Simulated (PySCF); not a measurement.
Consider C5H11NO2Si.

The calculation's input:

```
{"job": {"kind": "nmr", "xc": "PBE0", "basis": "pcSseg-1"}, "charge": 0, "multiplicity": 1}
C      2.352917    -1.102832    -1.334134
C      1.621700    -0.456680    -0.416672
C      2.271750     0.340532     0.621844
N      1.569210     0.918354     1.490147
O      0.291433    -0.527492    -0.423470
Si    -0.863829     0.221174     0.485826
C     -0.991525     2.090648     0.234512
O     -2.240702    -0.288660    -0.217102
C     -2.638085    -1.600945    -0.488044
H      3.425558    -1.050182    -1.330307
H      1.884672    -1.691290    -2.102105
H      3.365693     0.371670     0.559986
H      2.063364     1.460207     2.192865
H     -0.793453    -0.259158     1.863352
H     -0.975936     2.346281    -0.821091
H     -1.920169     2.464158     0.649315
H     -0.174538     2.610209     0.718902
H     -2.907779    -2.117126     0.437039
H     -3.508247    -1.561008    -1.144703
H     -1.837183    -2.157183    -0.979200
```

Command:

```sh
OMP_NUM_THREADS=1 python probes_run.py task.json out
```

Geometry: GFN2-xTB.

Computed with PySCF, PBE0/pcSseg-1, SCF density, gas phase, non-relativistic.

Question: Predict the electron density and electron localisation function between the atoms.

Answer: C–N (1.26 Å): ρ is about 2.9 e/Å³ halfway; the ELF peaks at about 0.90 between the atoms: a short, multiple covalent bond.
C–O (1.33 Å): ρ at the midpoint is about 2.4 e/Å³; the ELF peaks at about 0.90 between the atoms, as expected for a polar covalent bond.
C–C (1.34 Å): the density is about 2.3 e/Å³ at the midpoint; the ELF peaks at about 0.95 between the atoms (a short, multiple covalent bond).
Si–O (1.63 Å): ρ is about 1.2 e/Å³ halfway; the ELF peaks at about 0.85 between the atoms (a short, strongly polar bond).

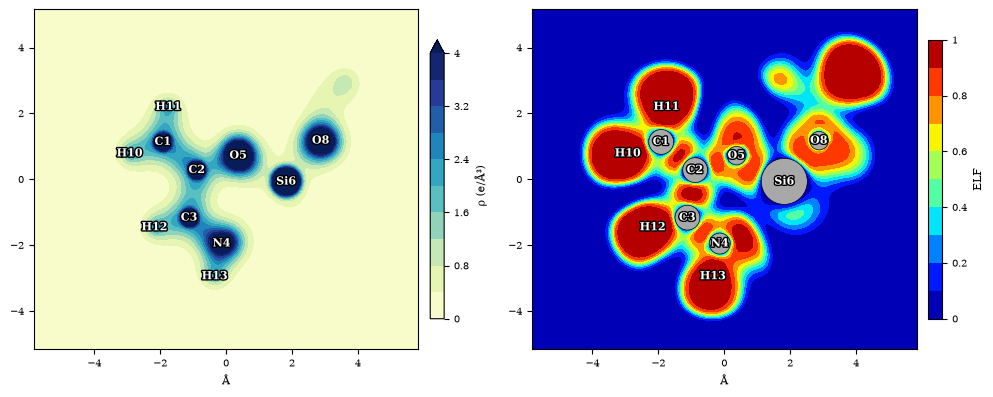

Computed electron density and electron localisation function on the plane of atoms C3, C2 and O5, in this order. Grey discs cover the atomic cores in the ELF map. 
